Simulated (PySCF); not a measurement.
# C3H11FSi2: NMR shifts at several levels of theory

Aim: compute the NMR shifts of C3H11FSi2 (`CC[SiH2][C@@H](F)[SiH3]`) at several levels, and see how far they spread and what each costs.

Computed with PySCF 2.14.0, with density-fitted response routines of our own, on a single molecule in the gas phase. Atoms are numbered from 0 throughout.

### Step 1. The molecule as given

17 atoms, charge 0, multiplicity 1; geometry from: GFN2-xTB.

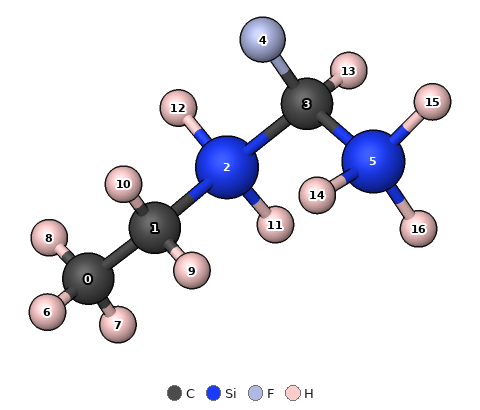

The starting geometry (carbon dark grey, silicon blue, fluorine light blue, hydrogen pink), atoms numbered; sticks join atoms by distance.

### Step 2. Optimising the geometry at PBE0-D3(BJ)/def2-SVP

What the job is given:

```
{"job": {"xc": "PBE0", "basis": "def2-SVP", "d3": "d3bj", "grid": 1, "kind": "geom"}, "charge": 0, "multiplicity": 1}
C      2.699398    -0.137183    -0.325593
C      1.277761     0.384995    -0.149808
Si     0.112982    -0.911611     0.602170
C     -1.638604    -0.155476     0.814737
F     -1.559252     0.819699     1.823175
Si    -2.482321     0.652534    -0.702797
H      3.347318     0.629307    -0.747766
H      2.710856    -0.997592    -0.990696
H      3.117399    -0.445838     0.629701
H      0.896456     0.707932    -1.120899
H      1.300963     1.273308     0.484634
H     -0.027850    -2.076859    -0.280595
H      0.592115    -1.331070     1.923691
H     -2.298752    -0.924746     1.228972
H     -1.684601     1.802109    -1.125881
H     -3.825384     1.090265    -0.322975
H     -2.545480    -0.367743    -1.749981
```

Standard output:

```text
step   0  E = -798.92060738  max force = 0.022312
step   1  E = -798.92422523  max force = 0.003663
step   2  E = -798.92446634  max force = 0.001352
step   3  E = -798.92451433  max force = 0.000462
step   4  E = -798.92453291  max force = 0.000662
step   5  E = -798.92454920  max force = 0.000919
step   6  E = -798.92455620  max force = 0.000771
step   7  E = -798.92456336  max force = 0.000380
optimisation converged
```

Run time: 66 s. Hardware: 1 thread, shared host.

Relaxation path:

```tsv
step	energy from step 0 (eV)	largest force component (eV/Å)
0	0.0000	1.1473
1	-0.0984	0.1884
2	-0.1050	0.0695
3	-0.1063	0.0238
4	-0.1068	0.0340
5	-0.1073	0.0473
6	-0.1075	0.0396
7	-0.1076	0.0195
```

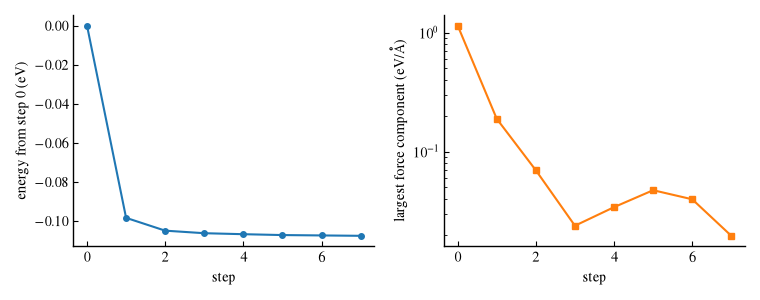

Energy and force, step by step.

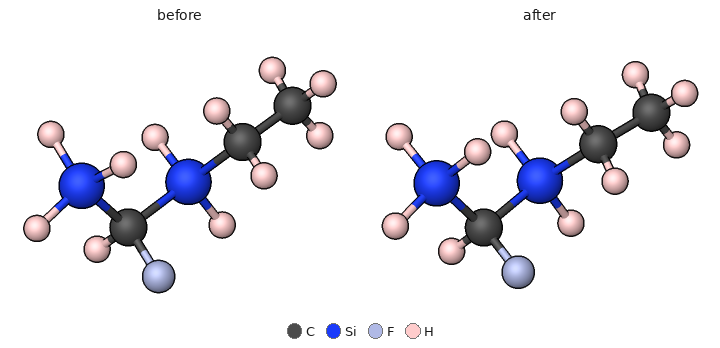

Before and after, at one scale.

Close pairs (by a distance rule), those that changed most:

```tsv
bond	before (Å)	after (Å)	change (Å)
Si5–H16	1.463	1.495	+0.032
Si5–H14	1.462	1.493	+0.031
Si5–H15	1.463	1.493	+0.030
Si2–H11	1.469	1.498	+0.030
Si2–H12	1.467	1.496	+0.029
C1–Si2	1.898	1.881	-0.017
C3–Si5	1.915	1.900	-0.015
C0–H7	1.088	1.102	+0.014
```

The end geometry stands in the next job.

```tsv
at the end point	value
point group (found at 0.08 Å tolerance)	C1
rotational constants (GHz, main isotopes)	3.403, 1.131, 1.036
dipole moment (D)	1.14
```

### Step 3. Shielding tensors: PBE0/cc-pVDZ

What the job is given:

```
{"job": {"kind": "nmr", "xc": "PBE0", "basis": "cc-pVDZ", "pop": true}, "charge": 0, "multiplicity": 1}
C      2.607070    -0.061537    -0.301872
C      1.161093     0.419848    -0.241984
Si    -0.074578    -0.847837     0.393403
C     -1.768110    -0.011416     0.645734
F     -1.582795     1.022233     1.578171
Si    -2.586421     0.716676    -0.906799
H      3.284322     0.732995    -0.652504
H      2.723981    -0.916235    -0.987254
H      2.967253    -0.385745     0.687380
H      0.823408     0.762411    -1.235654
H      1.064278     1.295528     0.423895
H     -0.247822    -1.991569    -0.558741
H      0.376743    -1.385663     1.714685
H     -2.469646    -0.747390     1.083292
H     -1.705348     1.753497    -1.520785
H     -3.894693     1.341255    -0.550829
H     -2.808556    -0.388201    -1.889677
```

With the program's defaults for keys left out, this is: GIAO PBE0/cc-pVDZ NMR shielding, non-relativistic, gas phase.

Standard output:

```text
coarse grid: 14416 points
cycle   1  E = -799.1885548781  dE =  1.513e-01  |g| = 5.125e-01  |ddm| = 6.898e+00
cycle   2  E = -799.1457920219  dE =  4.276e-02  |g| = 7.123e-01  |ddm| = 1.738e+00
cycle   3  E = -799.2424163397  dE = -9.662e-02  |g| = 6.448e-02  |ddm| = 9.373e-01
cycle   4  E = -799.2430603310  dE = -6.440e-04  |g| = 3.181e-02  |ddm| = 1.315e-01
cycle   5  E = -799.2433056628  dE = -2.453e-04  |g| = 4.256e-03  |ddm| = 5.588e-02
cycle   6  E = -799.2433099076  dE = -4.245e-06  |g| = 1.142e-03  |ddm| = 8.290e-03
final grid: 128176 points
cycle   7  E = -799.2580415025  dE = -1.642e-05  |g| = 8.474e-03  |ddm| = 4.755e-02
cycle   8  E = -799.2580291674  dE =  1.234e-05  |g| = 1.136e-02  |ddm| = 3.101e-02
cycle   9  E = -799.2580591818  dE = -3.001e-05  |g| = 8.023e-04  |ddm| = 1.721e-02
cycle  10  E = -799.2580593013  dE = -1.195e-07  |g| = 2.042e-04  |ddm| = 1.323e-03
cycle  11  E = -799.2580593094  dE = -8.076e-09  |g| = 3.342e-05  |ddm| = 2.813e-04
cycle  12  E = -799.2580593096  dE = -2.426e-10  |g| = 1.704e-05  |ddm| = 8.106e-05
converged SCF energy = -799.2580593096

GIAO shielding tensors (ppm)
atom      isotropic    diamagn.    paramagn.     s11        s22        s33       span
  0 C      185.476     242.221     -56.745    177.954    180.396    198.078     20.123
  1 C      192.891     246.901     -54.009    183.117    190.003    205.554     22.436
  2 Si     449.820     886.086    -436.266    409.573    443.483    496.405     86.832
  3 C      122.032     241.726    -119.694     69.360     91.844    204.893    135.533
  4 F      477.793     473.173       4.620    440.583    457.733    535.063     94.480
  5 Si     482.472     882.120    -399.648    453.598    478.374    515.443     61.845
  6 H       29.956      27.187       2.769     25.033     27.536     37.298     12.264
  7 H       30.392      28.973       1.419     25.957     28.599     36.620     10.662
  8 H       30.348      28.804       1.543     25.814     28.625     36.604     10.790
  9 H       30.483      32.802      -2.319     24.730     30.299     36.421     11.691
 10 H       30.283      32.221      -1.938     24.928     30.404     35.516     10.588
 11 H       27.322      31.830      -4.508     24.401     25.683     31.882      7.481
 12 H       27.035      31.259      -4.224     23.283     25.707     32.115      8.832
 13 H       26.252      28.480      -2.227     24.747     25.058     28.952      4.205
 14 H       27.370      30.517      -3.148     23.506     27.509     31.094      7.588
 15 H       27.132      27.947      -0.814     23.763     24.864     32.770      9.006
 16 H       27.517      29.368      -1.852     24.284     25.829     32.437      8.153
```

Wall time 18 s (1 thread, shared host).

The references, computed at this level on geometries of the same kind, shield at (ppm): ¹H TMS 31.29, ¹³C TMS 196.8, ²⁹Si TMS 418.6, ¹⁹F CFCl3 200.9. Their shielding less the atom's gives the shift. The references are single molecules in the gas phase, so shifts against H2O, NH3, PH3, H3PO4 or CFCl3 are not on the usual liquid scales and can be off by tens of ppm. Atoms listed in one row are averaged.

```tsv
atoms	environment	σ (ppm)	δ (ppm)
C3	sp3 CH bonded to F and 2 Si	122.0	74.7
C0	methyl carbon	185.5	11.3
C1	sp3 CH2 bonded to Si	192.9	3.9
H13	hydrogen on an sp3 CH bonded to F and 2 Si	26.25	5.04
H12	hydrogen on a silicon bonded to 2 C	27.04	4.25
H11	hydrogen on a silicon bonded to 2 C	27.32	3.97
H14, H15, H16	hydrogen on a silicon bonded to C	27.34	3.95
H6, H7, H8	hydrogen on a methyl carbon	30.23	1.06
H10	hydrogen on an sp3 CH2 bonded to Si	30.28	1.01
H9	hydrogen on an sp3 CH2 bonded to Si	30.48	0.81
Si2	silicon bonded to 2 C, 2 H	449.8	-31.2
Si5	silicon bonded to C, 3 H	482.5	-63.9
F4	fluorine on an sp3 carbon	477.8	-276.9
```

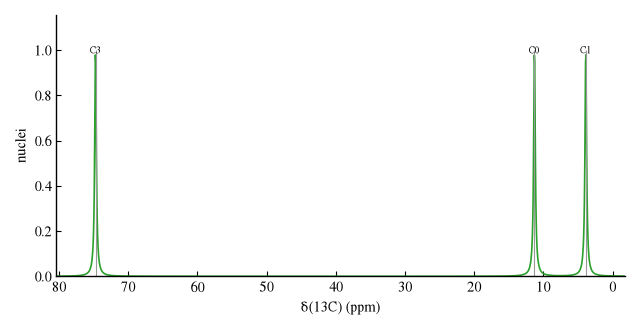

¹³C lines at the computed shifts, without couplings. Lines are broadened to a width of 0.28 ppm (Lorentzian).

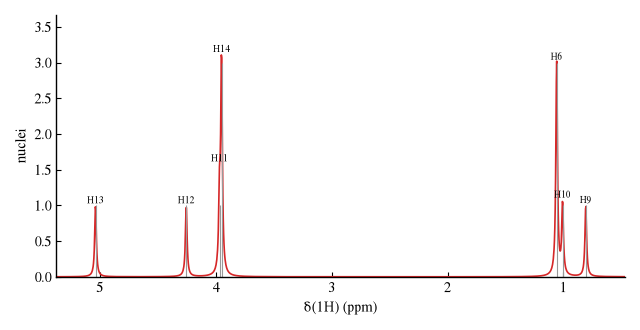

¹H lines at the computed shifts, without couplings. Lines are broadened to a width of 0.02 ppm (Lorentzian).

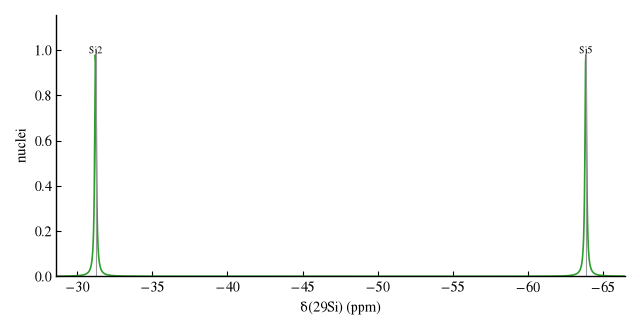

²⁹Si lines at the computed shifts, without couplings. Lines are broadened to a width of 0.13 ppm (Lorentzian).

The run also stored atomic charges by several schemes (e):

```tsv
atoms	Mulliken	IAO	Hirshfeld	ESP fit
C0	-0.09	-0.40	-0.10	-0.39
C1	-0.25	-0.52	-0.15	0.10
Si2	0.30	0.72	0.31	0.20
C3	-0.06	-0.35	-0.11	-0.09
F4	-0.25	-0.32	-0.10	-0.18
Si5	0.21	0.56	0.29	0.20
```

Hirshfeld charges:

C0 -0.10; C1 -0.15; Si2 0.31; C3 -0.11; F4 -0.10; Si5 0.29; H6 0.04; H7 0.04; H8 0.04; H9 0.04; H10 0.04; H11 -0.08; H12 -0.08; H13 0.04; H14 -0.07; H15 -0.07; H16 -0.07

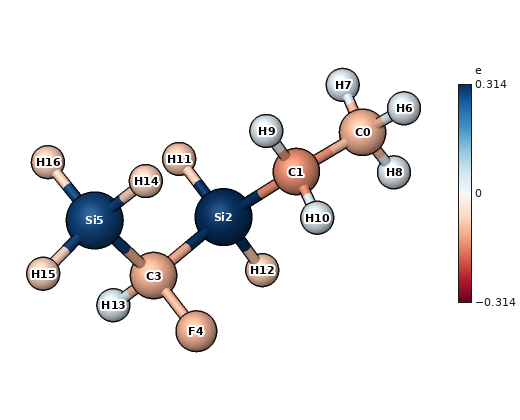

Hirshfeld charges, as colours on the atoms.

Mayer bond orders: C0–C1 1.09, C1–Si2 1.04, Si2–C3 0.95, C3–F4 0.92, C3–Si5 0.98.

### Step 4. Nuclear shieldings: PBE0/aug-cc-pVDZ

The job, as its differences from that of step 3:

```diff
@@ -1,2 +1,2 @@
-{"job": {"kind": "nmr", "xc": "PBE0", "basis": "cc-pVDZ", "pop": true}, "charge": 0, "multiplicity": 1}
+{"job": {"kind": "nmr", "xc": "PBE0", "basis": "aug-cc-pVDZ", "pop": true}, "charge": 0, "multiplicity": 1}
 C      2.607070    -0.061537    -0.301872
```

Method: GIAO PBE0/aug-cc-pVDZ NMR shielding, non-relativistic, gas phase.

Standard output:

```text
coarse grid: 14416 points
cycle   1  E = -799.2145217673  dE =  1.352e-01  |g| = 4.756e-01  |ddm| = 8.783e+00
cycle   2  E = -799.1736044824  dE =  4.092e-02  |g| = 6.753e-01  |ddm| = 1.783e+00
cycle   3  E = -799.2630327496  dE = -8.943e-02  |g| = 6.999e-02  |ddm| = 9.203e-01
cycle   4  E = -799.2637528847  dE = -7.201e-04  |g| = 3.237e-02  |ddm| = 1.525e-01
cycle   5  E = -799.2639952193  dE = -2.423e-04  |g| = 4.681e-03  |ddm| = 6.649e-02
cycle   6  E = -799.2640001886  dE = -4.969e-06  |g| = 1.244e-03  |ddm| = 1.264e-02
final grid: 128176 points
cycle   7  E = -799.2787809604  dE = -2.529e-05  |g| = 8.260e-03  |ddm| = 1.724e-01
cycle   8  E = -799.2787687965  dE =  1.216e-05  |g| = 1.118e-02  |ddm| = 3.653e-02
cycle   9  E = -799.2787976805  dE = -2.888e-05  |g| = 8.648e-04  |ddm| = 1.875e-02
cycle  10  E = -799.2787978119  dE = -1.315e-07  |g| = 2.500e-04  |ddm| = 1.465e-03
cycle  11  E = -799.2787978239  dE = -1.196e-08  |g| = 3.723e-05  |ddm| = 4.428e-04
cycle  12  E = -799.2787978242  dE = -2.979e-10  |g| = 1.880e-05  |ddm| = 1.143e-04
converged SCF energy = -799.2787978242

GIAO shielding tensors (ppm)
atom      isotropic    diamagn.    paramagn.     s11        s22        s33       span
  0 C      185.293     201.409     -16.116    177.544    180.565    197.771     20.227
  1 C      191.581     200.886      -9.305    181.273    189.336    204.133     22.861
  2 Si     445.677     890.700    -445.023    403.500    441.205    492.325     88.825
  3 C      119.449     199.906     -80.457     66.910     89.077    202.359    135.449
  4 F      467.964     475.504      -7.540    417.857    457.602    528.432    110.575
  5 Si     483.237     892.875    -409.638    450.853    477.308    521.551     70.698
  6 H       29.943      29.365       0.578     25.025     27.548     37.257     12.231
  7 H       30.403      28.140       2.263     26.021     28.571     36.616     10.595
  8 H       30.384      28.132       2.252     25.884     28.646     36.622     10.738
  9 H       30.437      27.648       2.788     24.561     30.306     36.444     11.883
 10 H       30.276      27.100       3.176     25.007     30.408     35.413     10.406
 11 H       27.173      26.996       0.177     24.328     25.529     31.663      7.336
 12 H       26.995      26.371       0.623     23.373     25.761     31.850      8.477
 13 H       26.115      34.797      -8.681     24.572     24.882     28.893      4.321
 14 H       27.276      30.257      -2.981     23.388     27.584     30.857      7.469
 15 H       27.119      26.185       0.933     23.873     24.940     32.543      8.670
 16 H       27.402      27.837      -0.435     24.172     25.716     32.317      8.146
```

Wall time 38 s (1 thread, shared host).

In short: δ C3 75.7, C0 9.8, C1 3.5, Si2 -29.0, H13 5.28, H12 4.40 ppm.

### Step 5. Nuclear shieldings: PBE0/pcSseg-0

The job, as its differences from that of step 4:

```diff
@@ -1,2 +1,2 @@
-{"job": {"kind": "nmr", "xc": "PBE0", "basis": "aug-cc-pVDZ", "pop": true}, "charge": 0, "multiplicity": 1}
+{"job": {"kind": "nmr", "xc": "PBE0", "basis": "pcSseg-0", "pop": true}, "charge": 0, "multiplicity": 1}
 C      2.607070    -0.061537    -0.301872
```

With the program's defaults for keys left out, this is: GIAO PBE0/pcSseg-0 NMR shielding, non-relativistic, gas phase.

Standard output:

```text
coarse grid: 14416 points
cycle   1  E = -797.9811754667  dE =  4.818e-02  |g| = 4.579e-01  |ddm| = 3.863e+00
cycle   2  E = -797.9520694535  dE =  2.911e-02  |g| = 6.400e-01  |ddm| = 1.189e+00
cycle   3  E = -798.0256351515  dE = -7.357e-02  |g| = 4.421e-02  |ddm| = 6.752e-01
cycle   4  E = -798.0259396120  dE = -3.045e-04  |g| = 2.421e-02  |ddm| = 6.778e-02
cycle   5  E = -798.0260777652  dE = -1.382e-04  |g| = 3.237e-03  |ddm| = 2.621e-02
cycle   6  E = -798.0260806618  dE = -2.897e-06  |g| = 6.849e-04  |ddm| = 5.941e-03
final grid: 128176 points
cycle   7  E = -798.0605838499  dE = -1.564e-05  |g| = 5.131e-03  |ddm| = 2.057e-02
cycle   8  E = -798.0605809029  dE =  2.947e-06  |g| = 6.212e-03  |ddm| = 1.291e-02
cycle   9  E = -798.0605908064  dE = -9.903e-06  |g| = 4.483e-04  |ddm| = 6.920e-03
cycle  10  E = -798.0605908346  dE = -2.828e-08  |g| = 1.297e-04  |ddm| = 4.957e-04
cycle  11  E = -798.0605908376  dE = -2.933e-09  |g| = 3.215e-05  |ddm| = 1.598e-04
cycle  12  E = -798.0605908378  dE = -2.617e-10  |g| = 7.617e-06  |ddm| = 5.040e-05
converged SCF energy = -798.0605908378

GIAO shielding tensors (ppm)
atom      isotropic    diamagn.    paramagn.     s11        s22        s33       span
  0 C      182.340     243.306     -60.966    174.189    177.016    195.815     21.626
  1 C      195.642     257.147     -61.505    185.696    191.574    209.656     23.960
  2 Si     407.516     879.827    -472.311    352.501    395.735    474.312    121.811
  3 C      122.451     260.022    -137.571     66.660     88.256    212.436    145.776
  4 F      502.067     472.149      29.918    448.697    502.362    555.143    106.447
  5 Si     456.064     878.879    -422.815    413.552    431.335    523.305    109.753
  6 H       31.330      28.151       3.179     25.885     28.638     39.466     13.581
  7 H       31.976      28.246       3.730     27.004     30.222     38.702     11.698
  8 H       31.909      28.336       3.573     26.832     30.234     38.662     11.830
  9 H       32.135      32.679      -0.544     25.470     32.427     38.507     13.037
 10 H       31.963      32.570      -0.607     25.502     32.330     38.057     12.555
 11 H       28.627      29.352      -0.725     24.819     27.437     33.626      8.807
 12 H       28.324      29.275      -0.951     23.927     27.047     33.998     10.072
 13 H       28.466      32.484      -4.018     26.681     26.857     31.859      5.178
 14 H       28.673      28.390       0.283     24.362     28.991     32.667      8.305
 15 H       28.502      28.469       0.032     24.422     26.506     34.577     10.155
 16 H       28.914      28.243       0.671     25.014     27.377     34.351      9.337
```

It took 8.4 s on 1 thread, shared host.

This run: δ C3 71.1, C0 11.2, C1 -2.1, Si2 -59.0, H12 4.51, H13 4.37 ppm.

### Step 6. Side by side: NMR shifts

Shifts (ppm) of some atoms, chosen among heavy atoms and hydrogens apart, with basis size and wall time:

```tsv
run	C3	C1	H13	H9	Si2	Si5	F4	functions	time
PBE0/cc-pVDZ	74.7	3.9	5.04	0.81	-31.2	-63.9	-276.9	147	18 s
PBE0/aug-cc-pVDZ	75.7	3.5	5.28	0.96	-29.0	-66.5	-273.8	245	38 s
PBE0/pcSseg-0	71.1	-2.1	4.37	0.70	-59.0	-107.5	-323.7	84	8.4 s
```

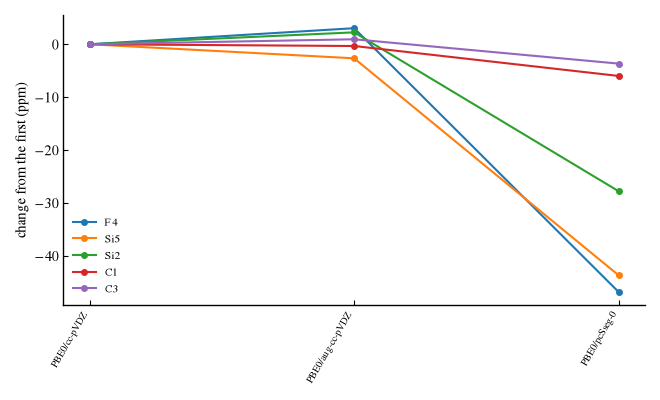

How five of the tabulated atoms move from run to run.

### Step 7. Outcome

| quantity | value |
| --- | --- |
| point group | C1 |
| rotational constants (main isotopes) | 3.40, 1.13, 1.04 GHz |
| ¹³C shifts against TMS (PBE0/cc-pVDZ) | 74.7, 11.3, 3.9 ppm |
| ¹H shifts against TMS (PBE0/cc-pVDZ, means over atoms taken as alike) | 5.04, 4.25, 3.97, 3.95, 1.06, 1.01, 0.81 ppm |
| ²⁹Si shifts against TMS (PBE0/cc-pVDZ) | -31.2, -63.9 ppm |
| ¹⁹F shifts against CFCl3 (PBE0/cc-pVDZ) | -276.9 ppm |
| range of the shift of F4 | -323.7 to -273.8 ppm |

In words: Single values in the summary come from the first run of each kind that ended normally (PBE0/cc-pVDZ), which need not be the best level. Relaxing lowered the energy by 0.108 eV in 7 steps; the close pair that moved most is Si5–H16, from 1.463 to 1.495 Å. No frequency check was run at this level, so the end point may be a saddle. At PBE0/cc-pVDZ: The largest span, 136 ppm, is at C3, where the paramagnetic term is -120 ppm. Across the 3 runs the shift of F4 moves most, between -323.7 (PBE0/pcSseg-0) and -273.8 ppm (PBE0/aug-cc-pVDZ). Part of that comes from the computed reference.
